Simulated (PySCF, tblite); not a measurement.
# C5H10BClO: geometry, infrared bands and NMR shifts

Aim: predict the infrared bands and NMR shifts of C5H10BClO (`B[C@@H](C)CO/C=C/Cl`).

Computed with tblite 0.8.0 and PySCF 2.14.0, with density-fitted response routines of our own, on a single molecule in the gas phase. Atoms count from 0, in the outputs and in this text.

### Step 1. The starting structure

18 atoms, charge 0, multiplicity 1; geometry from: force field or distance geometry start.

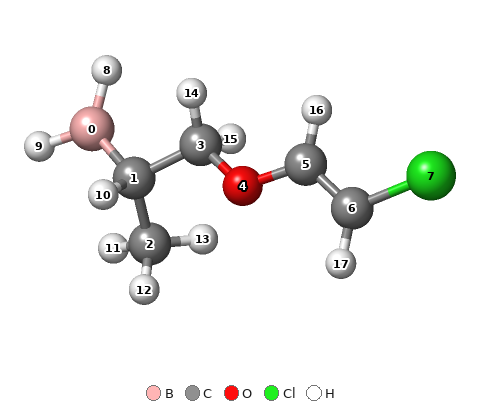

The starting geometry (boron pink, carbon grey, oxygen red, chlorine green, hydrogen white), atoms numbered.

### Step 2. Relaxing the molecule with GFN2-xTB

The job: settings as JSON, then the geometry in Å.

```
{"job": {"kind": "relax", "xc": "GFN2-xTB", "basis": "xTB"}, "charge": 0, "multiplicity": 1}
B     -2.335600     0.853100    -1.157500
C     -1.260500     0.684700    -0.015100
C     -1.730000    -0.432700     0.920500
C      0.060000     0.288600    -0.610100
O      1.094900     0.098000     0.350200
C      2.380100    -0.268800     0.001700
C      3.244300    -0.773900     0.891100
Cl     4.864300    -1.203100     0.348800
H     -1.975200     0.969800    -2.269200
H     -3.477400     1.085300    -0.908100
H     -1.192500     1.597600     0.622200
H     -2.835900    -0.593100     0.780500
H     -1.542700    -0.185200     1.973900
H     -1.181600    -1.341900     0.629700
H      0.348100     0.984400    -1.414200
H     -0.084200    -0.711000    -1.070200
H      2.680800    -0.123100    -1.024800
H      2.934100    -0.922300     1.938900
```

Launch:

```sh
OMP_NUM_THREADS=1 python probes_run.py task.json out
```

One launch serves the whole session: the jobs run in the order shown.

The program printed:

```text
step      E/eV     max force
  0    -696.36427    1.694
  1    -696.49993    0.852
  2    -696.57724    0.569
  3    -696.62607    0.495
  4    -696.66141    0.454
  5    -696.68118    0.344
  6    -696.69516    0.262
  7    -696.70824    0.254
  8    -696.71976    0.237
  9    -696.72963    0.255
 10    -696.73834    0.271
 11    -696.74502    0.242
 12    -696.74923    0.153
 13    -696.75193    0.106
 14    -696.75410    0.139
 15    -696.75617    0.161
 16    -696.75811    0.108
 17    -696.75967    0.079
 18    -696.76097    0.102
 19    -696.76244    0.119
 20    -696.76438    0.128
 21    -696.76697    0.168
 22    -696.77001    0.169
 23    -696.77311    0.147
 24    -696.77597    0.141
 25    -696.77833    0.104
 26    -696.78030    0.103
 27    -696.78221    0.108
 28    -696.78446    0.158
 29    -696.78757    0.181
 30    -696.79175    0.162
 31    -696.79670    0.171
 32    -696.80168    0.185
 33    -696.80649    0.165
 34    -696.81173    0.167
 35    -696.81756    0.204
 36    -696.82098    0.247
 37    -696.80428    0.794
 38    -696.82736    0.152
 39    -696.82988    0.126
 40    -696.83218    0.333
 41    -696.83649    0.087
 42    -696.83813    0.081
 43    -696.84140    0.094
 44    -696.84240    0.093
 45    -696.84438    0.096
 46    -696.84651    0.100
 47    -696.84891    0.116
 48    -696.85057    0.097
 49    -696.85183    0.078
 50    -696.85272    0.098
 51    -696.85363    0.074
 52    -696.85472    0.051
 53    -696.85534    0.061
 54    -696.85579    0.053
 55    -696.85623    0.039
 56    -696.85676    0.040
 57    -696.85728    0.043
 58    -696.85768    0.046
 59    -696.85800    0.050
 60    -696.85842    0.058
 61    -696.85903    0.059
 62    -696.85972    0.060
 63    -696.86031    0.051
 64    -696.86070    0.045
 65    -696.86098    0.044
 66    -696.86131    0.043
 67    -696.86171    0.062
 68    -696.86208    0.056
 69    -696.86241    0.043
 70    -696.86276    0.046
 71    -696.86317    0.048
 72    -696.86361    0.060
 73    -696.86394    0.042
 74    -696.86416    0.035
 75    -696.86432    0.028
 76    -696.86445    0.030
 77    -696.86457    0.028
 78    -696.86467    0.019
 79    -696.86474    0.016
 80    -696.86480    0.021
 81    -696.86488    0.026
 82    -696.86499    0.028
 83    -696.86513    0.032
 84    -696.86529    0.028
 85    -696.86548    0.036
 86    -696.86576    0.040
 87    -696.86615    0.048
 88    -696.86663    0.046
 89    -696.86708    0.044
 90    -696.86747    0.052
 91    -696.86791    0.055
 92    -696.86840    0.039
 93    -696.86879    0.038
 94    -696.86904    0.038
 95    -696.86923    0.042
 96    -696.86940    0.035
 97    -696.86958    0.027
 98    -696.86970    0.024
 99    -696.86976    0.021
100    -696.86982    0.020
101    -696.86992    0.023
102    -696.87007    0.028
103    -696.87021    0.023
104    -696.87030    0.019
105    -696.87037    0.020
106    -696.87045    0.018
107    -696.87055    0.014
108    -696.87061    0.015
109    -696.87064    0.013
110    -696.87067    0.014
111    -696.87071    0.013
112    -696.87075    0.011
113    -696.87078    0.012
114    -696.87080    0.009
```

Wall time 1.4 s (1 thread of Arm Neoverse N1, shared host).

The steps of the relaxation: (not every step is listed)

```csv
step,energy from step 0 (eV),largest force (eV/Å)
0,0.0000,1.6942
1,-0.1357,0.8522
2,-0.2130,0.5691
3,-0.2618,0.4951
4,-0.2971,0.4543
5,-0.3169,0.3439
6,-0.3309,0.2621
7,-0.3440,0.2541
8,-0.3555,0.2368
18,-0.3967,0.1023
28,-0.4202,0.1582
38,-0.4631,0.1523
48,-0.4863,0.0972
58,-0.4934,0.0463
68,-0.4978,0.0562
78,-0.5004,0.0187
88,-0.5024,0.0460
98,-0.5054,0.0238
108,-0.5063,0.0149
109,-0.5064,0.0129
110,-0.5064,0.0136
111,-0.5064,0.0126
112,-0.5065,0.0114
113,-0.5065,0.0116
114,-0.5065,0.0091
```

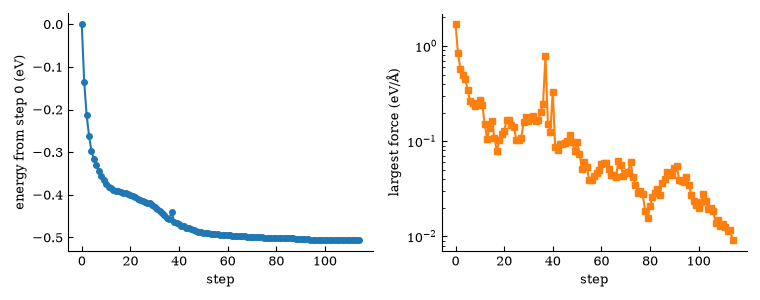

Energy and largest force along the relaxation.

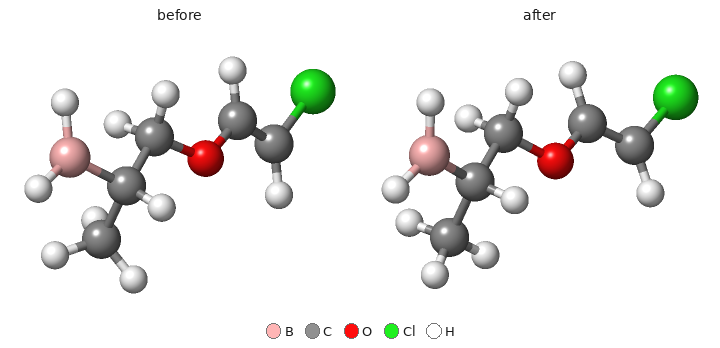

The geometry before (left) and after (right).

Close pairs (by a distance rule), those that changed most:

```csv
bond,before (Å),after (Å),change (Å)
C6–Cl7,1.761,1.719,-0.042
C2–H11,1.126,1.086,-0.040
O4–C5,1.381,1.350,-0.031
C1–C3,1.502,1.531,+0.029
C6–H17,1.103,1.076,-0.027
B0–H9,1.192,1.167,-0.024
C1–H10,1.115,1.102,-0.013
C2–H13,1.101,1.088,-0.013
```

The final coordinates are the input of the step that follows.

### Step 3. Vibrational analysis with GFN2-xTB

The job: settings as JSON, then the geometry in Å.

```
{"job": {"kind": "ir", "xc": "GFN2-xTB", "basis": "xTB"}, "charge": 0, "multiplicity": 1}
B     -2.303954     1.056549    -1.152167
C     -1.257883     0.529978    -0.103472
C     -1.779274    -0.547033     0.858186
C      0.091300     0.095161    -0.680678
O      1.029173     0.009201     0.386258
C      2.290537    -0.327494     0.043677
C      3.231375    -0.506920     0.963549
Cl     4.842388    -0.913989     0.522748
H     -1.962272     1.423934    -2.207116
H     -3.429104     1.121233    -0.848597
H     -1.043215     1.419587     0.510705
H     -2.668549    -0.197496     1.374457
H     -1.018567    -0.792565     1.594898
H     -2.033057    -1.451815     0.310137
H      0.445550     0.821286    -1.423365
H     -0.005700    -0.884339    -1.168353
H      2.504706    -0.440818    -1.013456
H      3.057787    -0.408141     2.020934
```

The program printed:

```text
mode    cm-1     km/mol
  1      24.4      0.00
  2      56.2      0.29
  3      87.6      0.38
  4     117.4      1.93
  5     159.0      1.13
  6     199.5      0.80
  7     212.7      0.20
  8     258.8      4.44
  9     278.2      0.65
 10     343.6      2.66
 11     370.3      2.08
 12     431.6      3.54
 13     495.5      6.63
 14     677.9     15.67
 15     773.7     35.81
 16     807.5     21.07
 17     832.4      6.25
 18     853.8     97.11
 19     914.2     17.37
 20     960.9     25.97
 21     963.7     22.25
 22     987.4     32.26
 23    1030.7     42.69
 24    1134.3      1.62
 25    1143.5      4.71
 26    1162.1    310.78
 27    1178.8      7.09
 28    1191.5    187.78
 29    1224.0      9.74
 30    1241.3     22.82
 31    1273.8      1.73
 32    1279.6      5.77
 33    1343.1     20.97
 34    1405.9      3.22
 35    1472.4      3.72
 36    1498.1      3.56
 37    1506.4      3.57
 38    1678.2     93.83
 39    2653.4     92.97
 40    2692.4    121.02
 41    2861.3     10.33
 42    2885.1     63.06
 43    2908.9     50.13
 44    3030.7     36.07
 45    3032.7     35.91
 46    3044.9     24.34
 47    3053.4     34.16
 48    3114.1     12.86
```

Run time: 1.1 s. Hardware: 1 thread of Arm Neoverse N1, shared host.

The strongest bands and the atoms that carry them (share of the mass-weighted mode):

```csv
cm⁻¹,km/mol,atoms
854,97.1,"B0 25 %, H8 19 %, C1 13 %, H9 13 %"
1162,310.8,"H17 49 %, O4 22 %, C6 12 %, C5 11 %"
1192,187.8,"C5 25 %, O4 23 %, H17 16 %"
1678,93.8,"C5 55 %, C6 40 %"
2653,93.0,"H8 61 %, H9 35 %"
2692,121.0,"H9 58 %, H8 31 %, B0 11 %"
2885,63.1,"H15 60 %, H14 27 %"
2909,50.1,"H14 66 %, H15 30 %"
```

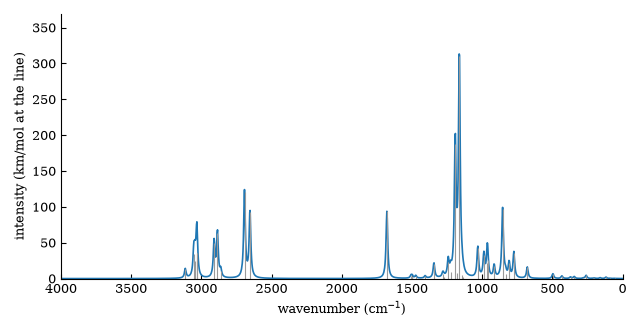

The infrared spectrum from these modes, unscaled. Lines are broadened to a width of 14 cm⁻¹ (Lorentzian).

### Step 4. Shielding tensors: PBE0/pcSseg-1

Settings changed since step 3:

```diff
@@ -1,2 +1,2 @@
-{"job": {"kind": "ir", "xc": "GFN2-xTB", "basis": "xTB"}, "charge": 0, "multiplicity": 1}
+{"job": {"kind": "nmr", "xc": "PBE0", "basis": "pcSseg-1"}, "charge": 0, "multiplicity": 1}
 B     -2.303954     1.056549    -1.152167
```

Level: GIAO PBE0/pcSseg-1 NMR shielding, non-relativistic, gas phase.

The program printed:

```text
coarse grid: 15432 points
cycle   1  E = -756.0765441615  dE =  8.842e-01  |g| = 5.349e-01  |ddm| = 3.682e+00
cycle   2  E = -756.0303062916  dE =  4.624e-02  |g| = 7.428e-01  |ddm| = 9.835e-01
cycle   3  E = -756.1334799469  dE = -1.032e-01  |g| = 1.240e-01  |ddm| = 6.214e-01
cycle   4  E = -756.1362033238  dE = -2.723e-03  |g| = 4.810e-02  |ddm| = 1.315e-01
cycle   5  E = -756.1367210999  dE = -5.178e-04  |g| = 1.485e-02  |ddm| = 4.964e-02
cycle   6  E = -756.1367710094  dE = -4.991e-05  |g| = 4.072e-03  |ddm| = 1.422e-02
cycle   7  E = -756.1367746368  dE = -3.627e-06  |g| = 9.863e-04  |ddm| = 3.723e-03
final grid: 143928 points
cycle   8  E = -756.1936623256  dE = -4.278e-05  |g| = 1.236e-02  |ddm| = 3.126e-02
cycle   9  E = -756.1936332849  dE =  2.904e-05  |g| = 1.770e-02  |ddm| = 1.960e-02
cycle  10  E = -756.1936924020  dE = -5.912e-05  |g| = 2.200e-03  |ddm| = 1.191e-02
cycle  11  E = -756.1936934345  dE = -1.033e-06  |g| = 4.858e-04  |ddm| = 2.187e-03
cycle  12  E = -756.1936934890  dE = -5.441e-08  |g| = 1.363e-04  |ddm| = 5.264e-04
cycle  13  E = -756.1936934932  dE = -4.236e-09  |g| = 4.879e-05  |ddm| = 1.470e-04
cycle  14  E = -756.1936934937  dE = -5.375e-10  |g| = 7.334e-06  |ddm| = 4.497e-05
converged SCF energy = -756.1936934937

GIAO shielding tensors (ppm)
atom      isotropic    diamagn.    paramagn.     s11        s22        s33       span
  0 B        9.521     191.750    -182.229    -65.729    -29.593    123.884    189.613
  1 C      141.332     250.018    -108.686    109.371    150.046    164.579     55.208
  2 C      170.711     247.187     -76.476    153.006    173.044    186.082     33.076
  3 C      106.254     247.766    -141.512     65.582    102.682    150.498     84.916
  4 O      215.597     400.071    -184.474    131.563    247.972    267.257    135.694
  5 C       29.818     249.678    -219.860    -65.120     67.788     86.786    151.905
  6 C       76.477     250.569    -174.093     -7.578    107.191    129.818    137.396
  7 Cl     838.302    1143.348    -305.045    691.592    787.794   1035.520    343.928
  8 H       23.874      29.488      -5.614     15.573     27.479     28.570     12.997
  9 H       23.851      29.533      -5.682     15.764     27.266     28.524     12.760
 10 H       30.236      31.992      -1.756     25.184     30.581     34.945      9.761
 11 H       30.121      29.819       0.302     25.948     27.131     37.286     11.339
 12 H       29.774      31.322      -1.548     24.043     30.787     34.492     10.449
 13 H       30.852      30.538       0.315     27.174     28.511     36.873      9.699
 14 H       27.213      32.483      -5.270     22.848     26.987     31.805      8.957
 15 H       27.943      32.748      -4.804     24.329     27.945     31.557      7.229
 16 H       24.950      29.628      -4.678     22.089     22.701     30.060      7.972
 17 H       25.906      30.175      -4.269     21.204     27.334     29.181      7.976
```

Wall time 66 s (1 thread of Arm Neoverse N1, shared host); peak memory 0.85 GiB.

Shifts follow as δ = σ(reference) − σ, with reference shieldings (ppm) from runs at the same level and on the same kind of geometry: ¹H TMS 31.72, ¹³C TMS 186.9, ¹⁷O H2O 336.1, ¹¹B BF3·OEt2 100.1, ³⁵Cl HCl 950. The references are single molecules in the gas phase, so shifts against H2O, NH3, PH3, H3PO4 or CFCl3 are not on the usual liquid scales and can be off by tens of ppm. Atoms listed in one row are averaged.

```csv
atoms,environment,σ (ppm),δ (ppm),δ scaled to CDCl3
C5,alkene carbon bearing oxygen,29.8,157.1,151.4
C6,β carbon of an enol-ether or enamine type C=C,76.5,110.4,105.9
C3,sp3 CH2 bonded to O,106.3,80.7,76.8
C1,sp3 CH bonded to B,141.3,45.6,42.6
C2,methyl carbon,170.7,16.2,13.9
"H8, H9",hydrogen on a boron bonded to C,23.86,7.85,–
H16,hydrogen on an alkene carbon bearing oxygen,24.95,6.77,6.49
H17,hydrogen on a β carbon of an enol-ether or enamine type C=C,25.91,5.81,5.58
H14,hydrogen on an sp3 CH2 bonded to O,27.21,4.50,4.35
H15,hydrogen on an sp3 CH2 bonded to O,27.94,3.77,3.66
H10,hydrogen on an sp3 CH bonded to B,30.24,1.48,1.50
"H11, H12, H13",hydrogen on a methyl carbon,30.25,1.47,1.49
B0,"boron bonded to C, 2 H",9.5,90.5,–
O4,ether oxygen,215.6,120.5,–
Cl7,chlorine bonded to C,838,111,–
```

The scaled column applies a straight-line fit of computed shieldings to shifts measured in CDCl3, with any fitted terms for Cl, Br or S neighbours (root-mean-square error 0.16 ppm for H, 1.9 ppm for C).

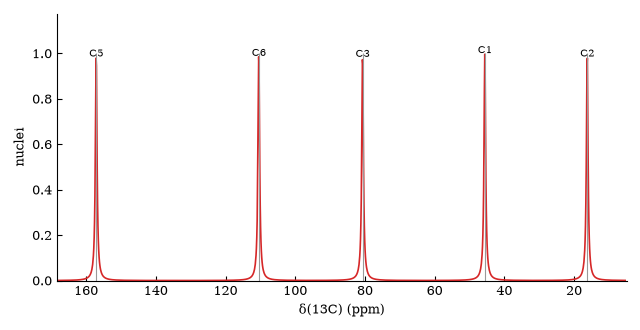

¹³C lines at the computed shifts, without couplings. Lines are broadened to a width of 0.56 ppm (Lorentzian).

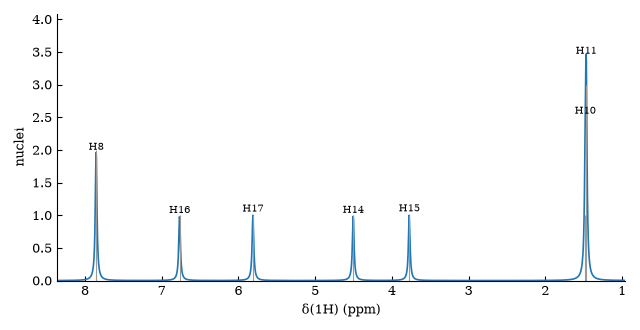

¹H lines at the computed shifts, without couplings. Lines are broadened to a width of 0.03 ppm (Lorentzian).

Charges from the same density, by scheme (e):

```csv
atoms,Mulliken,IAO,Hirshfeld,ESP fit
B0,0.23,0.07,0.17,0.22
C1,-0.53,-0.25,-0.09,0.27
C2,-0.23,-0.41,-0.12,-0.44
C3,0.10,-0.04,0.01,-0.02
O4,-0.47,-0.33,-0.10,-0.33
C5,0.21,0.05,0.01,0.23
C6,-0.19,-0.24,-0.08,-0.44
Cl7,-0.11,-0.03,-0.05,-0.06
```

Hirshfeld charges:

B0 0.17; C1 -0.09; C2 -0.12; C3 0.01; O4 -0.10; C5 0.01; C6 -0.08; Cl7 -0.05; H8 -0.06; H9 -0.05; H10 0.05; H11 0.04; H12 0.04; H13 0.04; H14 0.04; H15 0.04; H16 0.05; H17 0.05

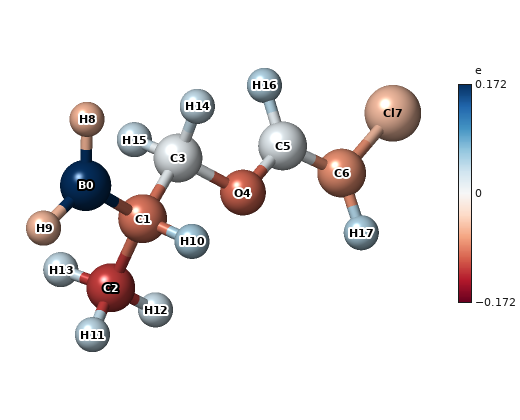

Hirshfeld charges, as colours on the atoms.

Mayer bond orders: B0–C1 0.96, C1–C2 1.04, C1–C3 1.02, C3–O4 0.86, O4–C5 1.01, C5–C6 1.79, C6–Cl7 1.02.

### Step 5. Summary of results

```
                                                              quantity                                         value
                             strongest single infrared mode (GFN2-xTB)                         1162 cm⁻¹, 311 km/mol
                                          zero-point energy (GFN2-xTB)                                 87.0 kcal/mol
                                ¹³C shifts against TMS (PBE0/pcSseg-1)            157.1, 110.4, 80.7, 45.6, 16.2 ppm
¹H shifts against TMS (PBE0/pcSseg-1, means over atoms taken as alike)  7.85, 6.77, 5.81, 4.50, 3.77, 1.48, 1.47 ppm
                           ¹¹B shifts against BF3·OEt2 (PBE0/pcSseg-1)                                      90.5 ppm
                                ¹⁷O shifts against H2O (PBE0/pcSseg-1)                                     120.5 ppm
                               ³⁵Cl shifts against HCl (PBE0/pcSseg-1)                                       111 ppm
```

**Reading.** Relaxing lowered the energy by 0.507 eV in 114 steps; the close pair that moved most is C6–Cl7, from 1.761 to 1.719 Å. No mode is imaginary among the 48: a minimum at this level. The strongest single mode, at 1162 cm⁻¹, moves mainly H17 and O4. Unscaled tight-binding wavenumbers are off by several per cent, some by more. Its intensities can rank the bands wrongly. C5 (alkene carbon bearing oxygen) lies farthest downfield among carbon, at 157.1 ppm; an sp2 carbon further deshielded by the attached heteroatom. At PBE0/pcSseg-1: Shielding is most anisotropic at Cl7 (span 344 ppm, paramagnetic term -305 ppm).
